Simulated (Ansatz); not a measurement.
# TlBi: how the settings move a single-point run

How sensitive is a single-point run of TlBi to its settings? A reference run comes first, then one run with altered input.

Program: Ansatz 0.2.0. Level of theory: reference: DFT, PBEsol, all-electron LAPW, scalar-relativistic. These are calculated values, not measurements.

## (1) The structure to begin with

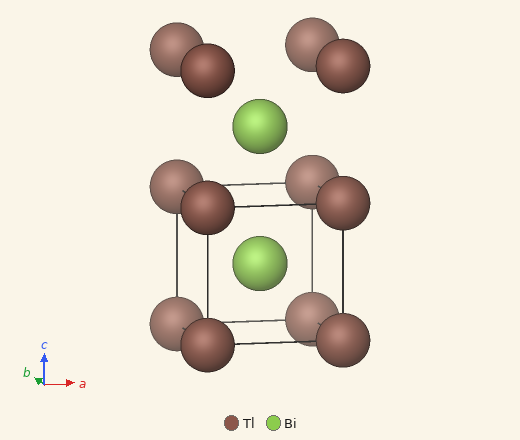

The starting structure, seen slightly off an axis (thallium brown, bismuth green). 1×1×2 cells are drawn. Atoms on the faces are drawn again on the opposite ones.

Structure file:

```cif
data_structure
_symmetry_space_group_name_H-M 'Pm-3m'
_symmetry_Int_Tables_number 221
_cell_length_a 3.9917
_cell_length_b 3.9917
_cell_length_c 3.9917
_cell_angle_alpha 90.000
_cell_angle_beta 90.000
_cell_angle_gamma 90.000
_cell_volume 63.60
loop_
_atom_site_label
_atom_site_type_symbol
_atom_site_symmetry_multiplicity
_atom_site_Wyckoff_symbol
_atom_site_fract_x
_atom_site_fract_y
_atom_site_fract_z
_atom_site_occupancy
Tl1 Tl 1 a 0.00000 0.00000 0.00000 1
Bi1 Bi 1 b 0.50000 0.50000 0.50000 1
```

## (2) Reference

The input, input.yaml:

```yaml
crystal:
  lattice:
    - [3.991709, 0.0, 0.0]
    - [0.0, 3.991709, 0.0]
    - [0.0, 0.0, 3.991709]
  atoms:
    - { symbol: Tl, position: [0.0, 0.0, 0.0] }
    - { symbol: Bi, position: [0.5, 0.5, 0.5] }
kpoints:
  mp_grid: { grid: [9, 9, 9] }
  band_path:
    path:
      - [0.0, 0.0, 0.0]
      - [0.0, 0.5, 0.0]
      - [0.5, 0.5, 0.0]
      - [0.0, 0.0, 0.0]
      - [0.5, 0.5, 0.5]
      - [0.0, 0.5, 0.0]
      - [0.5, 0.5, 0.5]
      - [0.5, 0.5, 0.0]
    npoints: 14
scf:
  occupations: { method: fermi_dirac, width: 0.05 }
hamiltonian:
  xc: pbesol
  pseudopotentials: { kind: all_electron, lapw: { basis_error: 0.001 } }
output:
  forces: true
  stress: true
  eigenvalues: true
  populations: true
```

Started as:

```sh
> ansatz run input.yaml --threads 1 --pin off --max-ram 2048MiB --backend cpu --events-out ev --progress --plain --runs-dir out
```

Excerpt of the output:

```text
[...]
Basis set: ecut = 158.90238390652937 eV, 257 PW (Γ), exchange–correlation at level 2
[...]
k-points: 35 of 729
[...]
SCF iter   1: F=—  HF=-1136179.126238 eV  |F-HF|=—  |Δ(HF+E_count)|=         —  Δρ=4.34e-3  dr2=1.01e-2  ethr=1.40e-5  ⟨swp⟩=3.7  Hψ=9936  notcnv=0
preconditioner: auto → LDOS  [metal: Δε(μ)=0.049 eV  Ē_g=19.880 eV  σ=0.050 eV  W_gap=0.23  n_scr=26 (ndim 8)  ℏωp=24.6 eV  f_vac=0.023  D(μ)=1.53/eV (n_scr^D=6)  β→1.0]
SCF iter   2: F=—  HF=-1136179.114359 eV  |F-HF|=—  |Δ(HF+E_count)|=   1.19e-2  Δρ=1.43e-3  dr2=1.16e-3  ethr=1.40e-5  ⟨swp⟩=3.0  Hψ=4898  notcnv=0
[...]
SCF iter   6: F=—  HF=-1136179.092915 eV  |F-HF|=—  |Δ(HF+E_count)|=   4.27e-6  Δρ=2.20e-5  dr2=5.81e-7  ethr=8.07e-10  ⟨swp⟩=2.0  Hψ=7652  notcnv=0
SCF iter   7: F=-1136179.092913 eV  HF=-1136179.092913 eV  |F-HF|=8.61e-9  |Δ(HF+E_count)|=   1.50e-6  Δρ=8.64e-6  dr2=7.92e-8  ethr=8.06e-10  ⟨swp⟩=2.0  Hψ=4526  notcnv=0
[...]
SCF converged after 7 iterations
Free energy (F): -1136179.092913 eV
[...]
E sigma→0 (E₀):  -1136179.087242 eV
[...]
Fermi energy:    14.266470 eV
[...]
  P = ⅓ Tr σ = -3.0052 GPa (-30.052 kbar)
[...]
```

Wall time 28 s (1 thread of Arm Neoverse V1, shared host); peak memory 0.34 GiB.

## (3) Changing settings: mp_grid.grid [14, 14, 14], occupations.method tetrahedron_uncorrected, width left out

Edit input.yaml of step 2 so:

```diff
@@ -9,3 +9,3 @@
 kpoints:
-  mp_grid: { grid: [9, 9, 9] }
+  mp_grid: { grid: [14, 14, 14] }
   band_path:
@@ -22,3 +22,3 @@
 scf:
-  occupations: { method: fermi_dirac, width: 0.05 }
+  occupations: { method: tetrahedron_uncorrected }
 hamiltonian:
```

Started as:

```sh
> ansatz run input.yaml --threads 1 --pin off --max-ram 2048MiB --backend cpu --events-out ev --progress --plain --runs-dir out
```

What it wrote, shortened:

```text
Tl: projections on atomic orbitals take those of the free atom 1s2 2s2 2p6 3s2 3p6 3d10 4s2 4p6 4d10 4f14 5s2 5p6 5d10 6s2 6p1, of charge +0.00 (hamiltonian.pseudopotentials.projection_atoms)
Bi: projections on atomic orbitals take those of the free atom 1s2 2s2 2p6 3s2 3p6 3d10 4s2 4p6 4d10 4f14 5s2 5p6 5d10 6s2 6p3, of charge +0.00 (hamiltonian.pseudopotentials.projection_atoms)
LAPW: plane waves up to 6.458 Å⁻¹, error target 1.0e-3 eV per atom; small_component_spin mean_spin; Tl in spheres of 1.739 Å, 35 of its electrons in bands, Dirac shells []; Bi in spheres of 1.718 Å, 37 of its electrons in bands, Dirac shells []
[...]
Pseudopotentials: kind: all_electron
Pseudopotential: Tl, LAPW, valence charge 35, Koelling and Harmon's equation, gaussian nucleus
Pseudopotential: Bi, LAPW, valence charge 37, Koelling and Harmon's equation, gaussian nucleus
Functional definition: PBEsol
[...]
davidson cushion auto → on  (no smearing: the cushion is to keep the highest requested band from converging to the state above it; pin scf.eigensolver.cushion to override)
Crystal: 2 atoms, lattice volume = 63.603 Å³
Basis set: ecut = 158.90238390652937 eV, 257 PW (Γ), exchange–correlation at level 2
Bands: 44, of which v1, the nominal top of the filled ones, is band 36 counted from 1 (35 counted from 0)
Symmetry: 48 space group operations
Space group: Pm-3m (ITA 221), of the structure as read, at distance tolerance 4.0e-5 Å
k-points: 120 of 2744
[...]
SCF iter   1: F=—  HF=-1136179.050832 eV  |F-HF|=—  |Δ(HF+E_count)|=         —  Δρ=4.25e-3  dr2=9.47e-3  ethr=1.30e-5  ⟨swp⟩=3.7  Hψ=34281  notcnv=0
[...]
SCF iter   9: F=-1136179.018643 eV  HF=-1136179.018643 eV  |F-HF|=3.96e-9  |Δ(HF+E_count)|=   4.66e-8  Δρ=8.82e-6  dr2=8.14e-8  ethr=7.50e-10  ⟨swp⟩=3.0  Hψ=16854  notcnv=0
[...]
NSCF: frozen V_eff on 99 k-points
SCF converged after 9 iterations
Free energy (F): -1136179.018643 eV
[...]
E sigma→0 (E₀):  -1136179.018643 eV
Entropy (-TS):   -0.000030 eV (-0.015 meV/atom)
Fermi energy:    14.247843 eV
[...]
--- Forces (eV/Å), atoms counted from 1 ---
  atom   1  Tl    -0.00000000    -0.00000000    -0.00000000
  atom   2  Bi     0.00000000     0.00000000    -0.00000000
[...]
--- Stress (GPa, compression-positive) ---
       -2.724512       0.000000       0.000000
        0.000000      -2.724512       0.000000
        0.000000       0.000000      -2.724512
  P = ⅓ Tr σ = -2.7245 GPa (-27.245 kbar)
--- Band table (eV; the first three rows and the last of 120) ---
[...]
--- Löwdin populations: 2 sites ---
  site symbol       q [e]
     0     Tl     81.2419
     1     Bi     82.7185
  spilling = 0.000241 (of n_electrons = 164.000000)
```

Run time: 59 s. Hardware: 1 thread of Arm Neoverse V1, shared host; peak memory 0.59 GiB.

Changing the k-point mesh and smearing moves the energy by +34.3 meV/atom (σ→0 values). More than one kind of setting changed, and this run alone doesn't tell their shares apart. Cost: 9 SCF cycles against 7, 59 s against 28 s.

## (4) Side by side

| run | ending | energy change | pressure (GPa) | gap (eV) | force (eV/Å) | cycles | time |
| --- | --- | --- | --- | --- | --- | --- | --- |
| reference | converged | 0 | -3.0 | 0.00 | 0.00 | 7 | 28 s |
| 1: mp_grid.grid [14, 14, 14], occupations.method tetrahedron_uncorrected, width left out | converged | +34.3 meV/atom (σ→0) | -2.7 | 0.00 | 0.00 | 9 | 59 s |

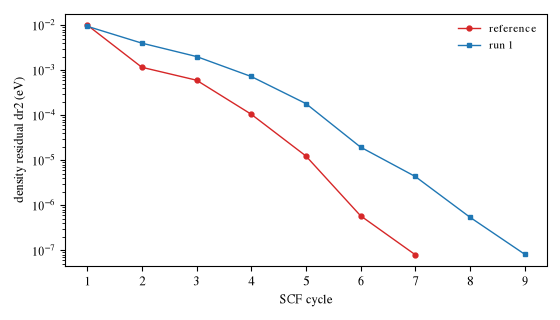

Residual by cycle in the longest SCF loop of each run; runs are numbered as in the table.

What this shows: Changing the k-point mesh and smearing moves the energy by +34.3 meV/atom (σ→0 values). More than one kind of setting changed, and this run alone doesn't tell their shares apart. Cost: 9 SCF cycles against 7, 59 s against 28 s.
